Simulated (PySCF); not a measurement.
**Excited-state calculation, with input and output: C5H7NOSi**

System: C5H7NOSi, SMILES O[SiH2]c1ccncc1.
Method: TDDFT PBE0/def2-SVPD, vertical, gas phase, core orbitals frozen in the response (PySCF 2.14.0).

The geometry comes from this level: GFN2-xTB. It belongs to a series of runs on one base structure; here: SiH2 inserted into a O-C bond.

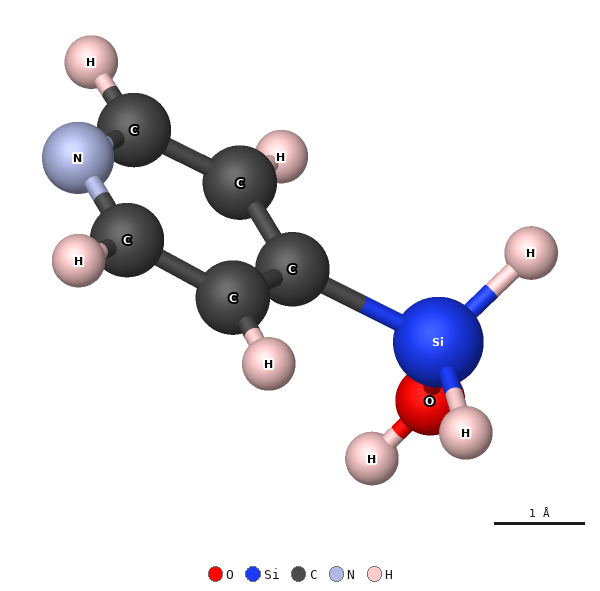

*The structure as given in the input (ball-and-stick view, seen at a tilt).*

Bond lengths as drawn: C–C 1.38 to 1.39 Å, C–H 1.08 Å, C–N 1.32 Å, C–Si 1.90 Å, H–O 0.95 Å, H–Si 1.46 Å and O–Si 1.63 Å.

## Input file
```
{"job": {"kind": "uv", "xc": "PBE0", "basis": "def2-SVPD", "nstates": 8, "ntriplets": 3}, "charge": 0, "multiplicity": 1}
O      2.868550     0.148546    -0.894237
Si     2.041371    -0.061992     0.489060
C      0.169736    -0.006938     0.190505
C     -0.423916     1.083642    -0.441478
C     -1.795669     1.101116    -0.630637
N     -2.595669     0.121961    -0.242164
C     -2.043647    -0.919667     0.356687
C     -0.683488    -1.029519     0.595585
H      2.750600    -0.406686    -1.660534
H      2.353278    -1.357501     1.097467
H      2.476398     1.091239     1.263479
H      0.181672     1.910431    -0.782777
H     -2.284753     1.938258    -1.113458
H     -2.730045    -1.701589     0.657550
H     -0.288832    -1.903310     1.093040
```

The first line tells a small driver script what to run in PySCF; the rest is the geometry in Å.

Command:
```bash
OMP_NUM_THREADS=1 python <driver script> task.json out
```

## Output
```
coarse grid: 13544 points
cycle   1  E = -613.2561548179  dE =  1.284e+00  |g| = 6.996e-01  |ddm| = 9.148e+00
cycle   2  E = -613.1172738177  dE =  1.389e-01  |g| = 1.099e+00  |ddm| = 4.663e+00
cycle   3  E = -613.3537337017  dE = -2.365e-01  |g| = 9.073e-02  |ddm| = 2.496e+00
cycle   4  E = -613.3551055945  dE = -1.372e-03  |g| = 4.966e-02  |ddm| = 3.230e-01
cycle   5  E = -613.3557112443  dE = -6.056e-04  |g| = 1.589e-02  |ddm| = 1.579e-01
cycle   6  E = -613.3557744356  dE = -6.319e-05  |g| = 6.037e-03  |ddm| = 1.177e-01
cycle   7  E = -613.3557831899  dE = -8.754e-06  |g| = 1.175e-03  |ddm| = 3.244e-02
final grid: 127776 points
cycle   8  E = -613.4399061178  dE = -2.469e-05  |g| = 7.956e-03  |ddm| = 1.338e-01
cycle   9  E = -613.4398917788  dE =  1.434e-05  |g| = 1.157e-02  |ddm| = 1.035e-01
cycle  10  E = -613.4399209099  dE = -2.913e-05  |g| = 1.201e-03  |ddm| = 5.748e-02
cycle  11  E = -613.4399212492  dE = -3.392e-07  |g| = 3.099e-04  |ddm| = 4.679e-03
cycle  12  E = -613.4399212687  dE = -1.953e-08  |g| = 1.425e-04  |ddm| = 2.388e-03
cycle  13  E = -613.4399212736  dE = -4.925e-09  |g| = 3.448e-05  |ddm| = 6.655e-04
cycle  14  E = -613.4399212739  dE = -2.892e-10  |g| = 7.350e-06  |ddm| = 1.214e-04
```

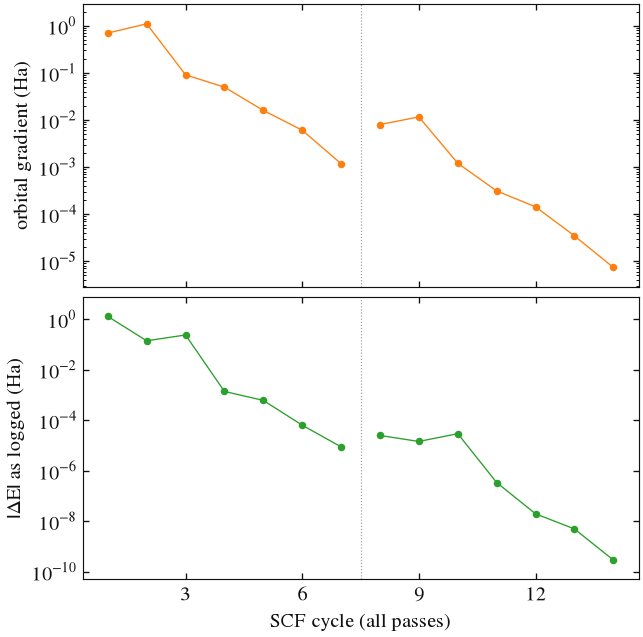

*Convergence of the self-consistent field: orbital gradient and size of the energy change against the SCF cycle. The dotted line marks the change from a coarse to the final integration grid.*

The first 7 cycles use a coarse grid, the final grid takes over at cycle 8, and the field converges after 14 cycles in all.

```
converged SCF energy = -613.4399212739

Static polarisability (au): isotropic 90.436, principal 62.278 95.735 113.295

Singlet excitations
state   eV       nm        f      main configurations
  1   4.4688    277.4   0.00437   H->L 0.98
  2   5.0576    245.1   0.00006   H->L+1 0.99
  3   5.3988    229.7   0.04414   H-1->L 0.81, H-2->L+1 0.16
  4   6.1887    200.3   0.02820   H-2->L 0.58, H-1->L+1 0.21, H-3->L 0.17
  5   6.3644    194.8   0.00010   H-3->L 0.68, H-1->L+1 0.18
  6   6.7545    183.6   0.00087   H->L+2 0.90
  7   6.8389    181.3   0.17689   H-4->L 0.62, H-1->L+1 0.21, H-2->L 0.10
  8   6.9971    177.2   0.06599   H-1->L+2 0.49, H-2->L+1 0.30

Triplet excitations (Tamm-Dancoff, eV): 3.8169 4.2157 4.3856
```

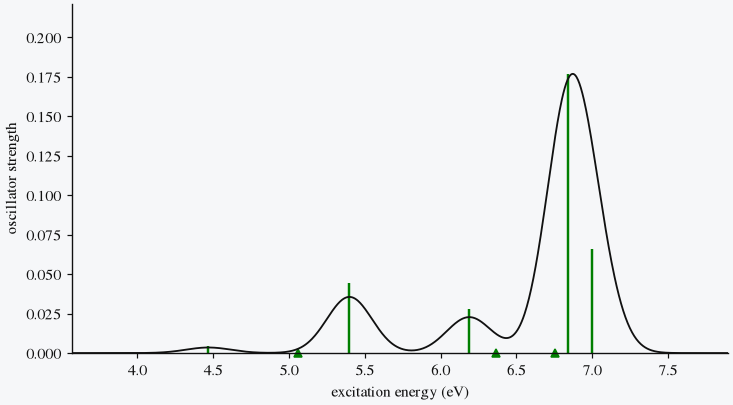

*Computed excitations as sticks (degenerate states added up, dark ones marked on the axis), with a Gaussian envelope of 0.35 eV full width at half maximum, scaled to the tallest.*

Of the 8 states the lowest lies at 4.47 eV (f = 0.004); the strongest line is at 6.84 eV, or 181 nm (f = 0.177).

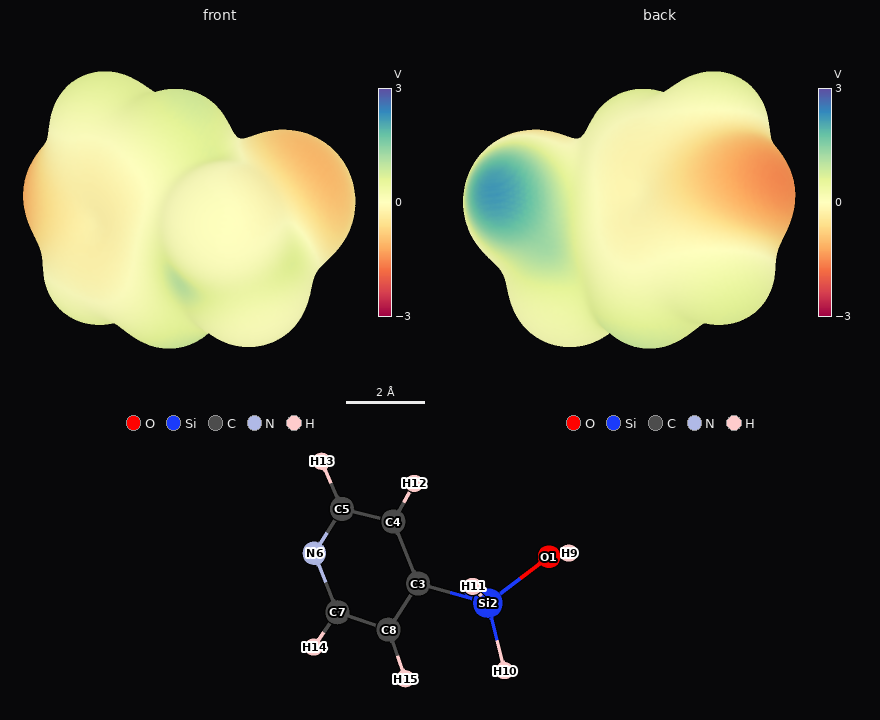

*The molecular electrostatic potential painted on the density surface at 0.001 e/bohr³, seen at a tilt and from behind; the colour scale runs from red (negative) to blue (positive). The bare structure is drawn below in the same view.*

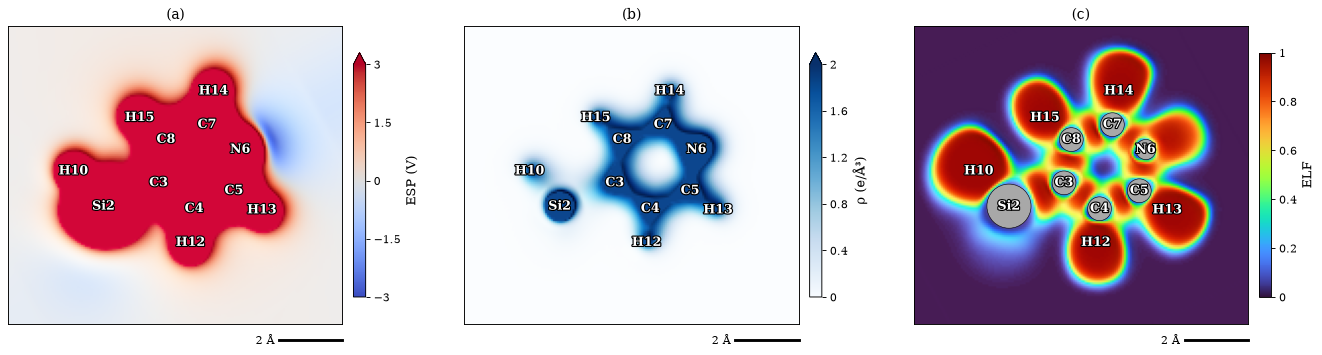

*(a) electrostatic potential; (b) electron density; (c) electron localisation function on the plane of atoms C7, C8 and H15. Grey discs, where drawn, cover atomic cores.*

The section cuts through Si, C, N and H sites. C–H (1.08 Å): ρ at the midpoint is about 2 e/Å³; the ELF climbs to about 1 towards the hydrogen, as it does in any bond to H (a covalent bond by its length). Si–H (1.46 Å): ρ is about 0.81 e/Å³ halfway; the ELF climbs to about 1 towards the hydrogen.

## Results in brief

| quantity | value |
| --- | --- |
| outcome | converged |
| total energy | −613.439921 hartree |
| HOMO | −7.41 eV |
| LUMO | −1.38 eV |
| dipole moment | 1.61 D |
| mean polarisability | 90.44 a.u. |
| lowest singlet excitation | 4.47 eV |
| hardware | 1 CPU thread, shared host |
| wall time | 47 s |
| peak memory | 0.88 GiB |
